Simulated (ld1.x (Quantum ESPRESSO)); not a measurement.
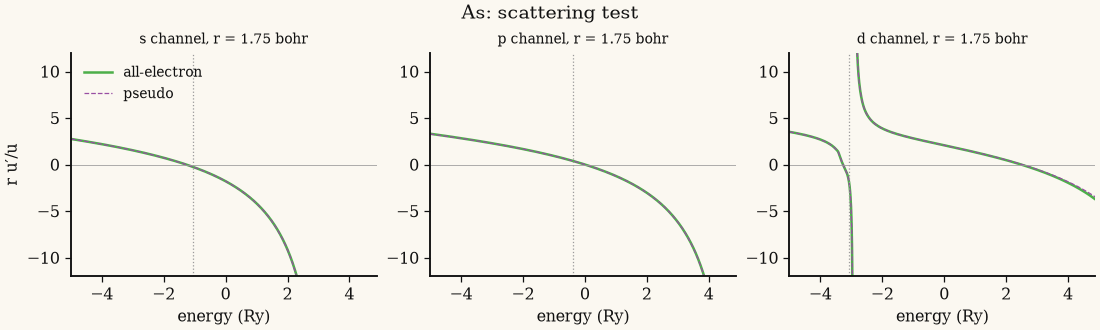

Logarithmic derivatives r u′/u at the test radius against energy, all-electron atom (solid) and pseudo-atom (dashed). Here u = r R(r). The dotted line marks the reference energy of the channel.

Ld1.x (Quantum ESPRESSO) 7.5 input:

```
 &input
   title='As', zed=33., rel=0, dft='PZ', iswitch=3,
   config='[Ar] 3d10 4s2 4p3'
 /
 &inputp
   pseudotype=3, tm=.true., lloc=-2, rcloc=1.55,
   nlcc=.false.,
   which_augfun='PSQ', rmatch_augfun=1.05
 /
6
4S  1  0   2.00   0.00  1.45  1.60  0.0
4S  1  0   0.00  -0.40  1.45  1.60  0.0
4P  2  1   3.00   0.00  1.20  1.60  0.0
4P  2  1   0.00   2.60  1.20  1.60  0.0
3D  3  2  10.00   0.00  0.95  1.25  0.0
3D  3  2   0.00  -2.75  0.95  1.25  0.0
 &test
   configts(1)='3d10 4s2 4p3'
 /
```

> At which energies does the logarithmic derivative pass through zero?

s: all-electron -1.3 Ry, pseudo -1.3 Ry; p: all-electron 0.0 Ry, pseudo 0.0 Ry; d: all-electron -3.3 and 2.5 Ry, pseudo -3.3 and 2.5 Ry.

> What does the plot say about ghosts?

The plot shows none: pseudo and all-electron curves have the same branches in all channels drawn. The separate test gives: no ghost state below the valence levels in the s, p, d, f channels.
